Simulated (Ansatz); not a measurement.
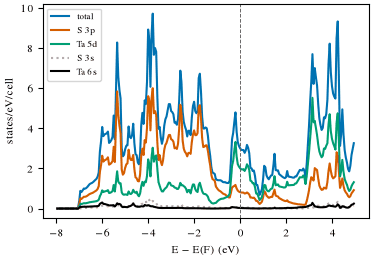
Figure: Total and projected density of states of TaS2 in space group R3m (No. 160; Pearson symbol hR6), plane-wave PAW LDA (Ansatz code)

Which orbitals carry the states next to the Fermi level?

Within 0.5 eV of the Fermi level: Ta 5d 66 %, S 3p 28 %. Projections are on Löwdin-orthogonalised atomic valence shells; empty p or d shells of many metals are not among them.

Where is the tallest occupied peak in this window, and what makes it?

Near -3.8 eV, about 9.7 states/eV per cell; the largest projected share is S 3p.

The workflow started from a Materials Project entry (that database holds measured and hypothetical structures alike); the Crystallography Open Database copy checked does not list it. It is not the phase usual at ambient conditions (space group No. 164). The LDA relaxation kept the symmetry of its start; its stability against distortions is not shown here. The workflow began spin-polarised and lost its moments. A crystal of weakly bound layers computed without a dispersion correction: the cell and the soft elastic constants depend strongly on that. Scalar-relativistic: spin–orbit coupling is off unless named, which matters more the heavier the elements.

Potentials: the later of the program's two PAW sets.
